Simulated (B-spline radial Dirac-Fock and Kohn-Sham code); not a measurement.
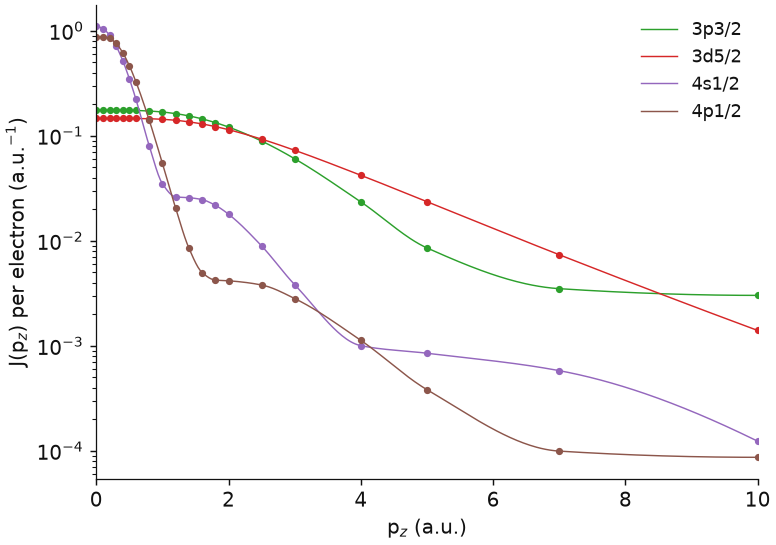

Figure. Compton profiles of the subshells 3p3/2, 3d5/2, 4s1/2 and 4p1/2, per electron. It refers to neutral Ga, configuration [Ar] 3d10 4s1 4p2, which is not the ground configuration. Method: the impulse approximation on Dirac–Fock orbitals (average of configuration) (computed with a radial B-spline solver). Open shells are averaged over j.

Summarise the result.

3p3/2: J(0) = 0.175, half width 2.5 a.u., ⟨p⟩ = 4.29 a.u.; 3d5/2: J(0) = 0.146, half width 3.0 a.u., ⟨p⟩ = 4.47 a.u.; 4s1/2: J(0) = 1.10, half width 0.38 a.u., ⟨p⟩ = 0.884 a.u.; 4p1/2: J(0) = 0.877, half width 0.52 a.u., ⟨p⟩ = 0.798 a.u. Of these the tallest at pz = 0 is 4s1/2.
